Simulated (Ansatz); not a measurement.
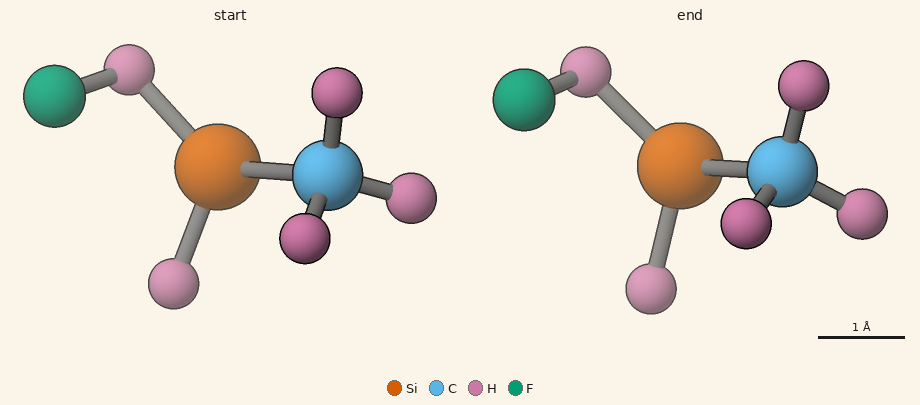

The structure of CH5FSi before (left) and after (right) a constrained relaxation, at one scale.

Style: ball-and-stick. Shown at a tilt.

The reaction that was planned forms Si1–H3, Si1–F4 and breaks H3–F4 (atoms numbered from 1 in input order).

The calculation used Ansatz 0.2.0, RKS PBE0-D4/def2-SVP. Set-up: held fixed: the distance between atoms 1 (Si) and 3 (H), the distance between atoms 1 (Si) and 4 (F), the distance between atoms 3 (H) and 4 (F), counting from 1; force threshold 0.08 eV/Å; at most 120 steps.

**What changed between the two?**

After 6 geometry steps the energy has fallen by 9.56 kJ/mol. Largest force component: 0.73 eV/Å at the start, 0.011 eV/Å at the end. The largest move after the best rigid fit is that of an H atom, 0.29 Å. Largest moves by element: H 0.29 Å, F 0.26 Å, C 0.08 Å, Si 0.07 Å. Some distances before and after: H–Si 1.465 → 1.505 Å, C–Si 1.901 → 1.873 Å, C–H 1.087 → 1.099 Å. Among the angles between lasting bonds that change: C–Si–H 128.0° → 122.2°, H–Si–H 115.0° → 119.6°. Groups turn about C–Si by about 20°. The run took 10 s on 2 threads of Arm Neoverse V1 (shared host).
